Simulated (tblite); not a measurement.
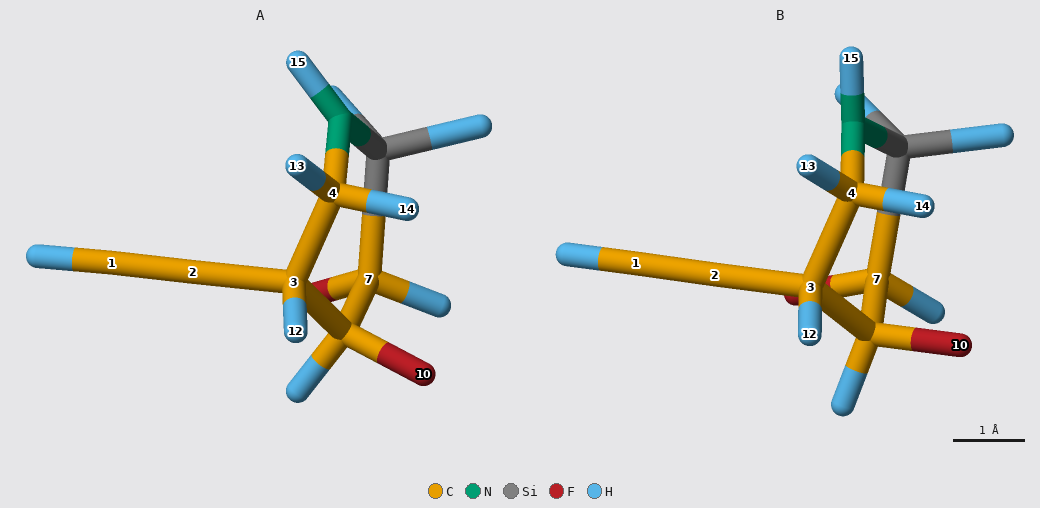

Two geometries of C6H9F2NSi, drawn at one scale. One is the start of a relaxation, the other its converged end. The picture is a stick view, seen from a free direction.

Level of theory: tblite 0.8.0, GFN2-xTB geometry optimisation, gas phase. 

Question: Which of the two is the end point?

Answer: Structure B is the relaxed one. The largest move after the best rigid fit is that of an H atom, 0.51 Å. By element the largest moves are H 0.51 Å, F 0.48 Å, C 0.22 Å, N 0.15 Å, Si 0.05 Å. Near-neighbour distances that change, for instance: C–Si 1.845 → 1.919 Å, C–C 1.468 → 1.536 Å, C–H 1.140 → 1.094 Å, N–Si 1.756 → 1.712 Å. Bond angles that change, for instance: N–Si–H 107.0° → 116.1°, H–Si–H 106.1° → 113.2°, C–N–Si 116.1° → 123.1°. Groups turn about C–C by about 25°. After 97 geometry steps the energy has fallen by 14.1 kcal/mol.
